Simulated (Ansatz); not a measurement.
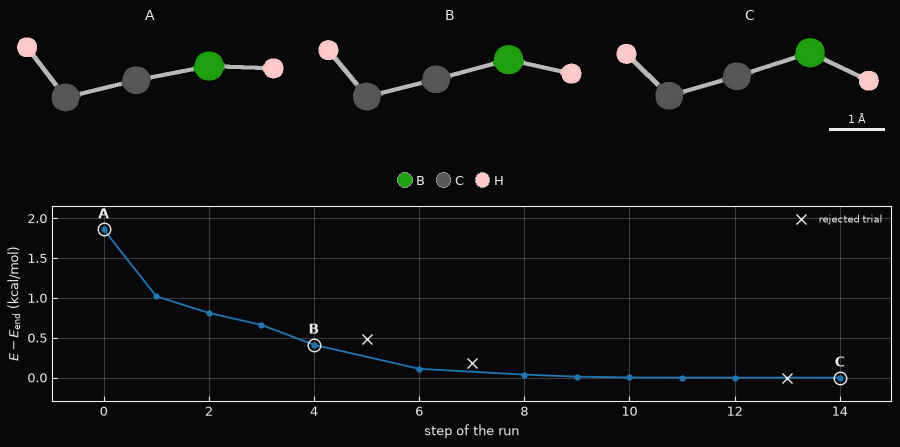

Frames of a relaxation of C2H2B (charge −1), marked on the history of the run. A ball-and-stick model, seen face on.

All numbers below come from Ansatz 0.2.0, RKS PBE0-D4/def2-TZVPD. Set-up: force threshold 0.005 eV/Å; at most 200 steps.

Q: Describe the path.

A: The largest moves after the best rigid fit, 0.24 Å, are those of B and H atoms. Largest moves by element: B 0.24 Å, H 0.24 Å, C 0.08 Å. Near-neighbour distances that change, for instance: C–H 1.158 → 1.098 Å, B–C 1.362 → 1.410 Å, C–C 1.335 → 1.294 Å, B–H 1.187 → 1.193 Å. Bond angles that change, for instance: C–B–H 166.9° → 136.9°, C–C–H 113.9° → 119.7°. Over 11 accepted moves (14 points after the start) the energy falls by 1.86 kcal/mol. The largest force component goes from 1.2 to 0.0015 eV/Å. The line search rejected the trial steps at points 5, 7, 13 of the run. From step 0 to 4: the B atom moves most (0.12 Å), energy −1.45 kcal/mol. From step 4 to 14: an H atom moves most (0.14 Å), energy −0.41 kcal/mol.

```
step  E − E(0), kcal/mol  largest force component, eV/Å      note
   0                0.00                         1.1823          
   1               -0.84                         0.4535          
   2               -1.05                         0.1801          
   3               -1.20                         0.1205          
   4               -1.45                         0.5351          
   5               -1.37                         1.0313  rejected
   6               -1.75                         0.1153          
   7               -1.67                         0.1708  rejected
   8               -1.82                         0.0732          
   9               -1.85                         0.0987          
  10               -1.86                         0.0567          
  11               -1.86                         0.0197          
  12               -1.86                         0.0136          
  13               -1.86                         0.0068  rejected
  14               -1.86                         0.0015
```
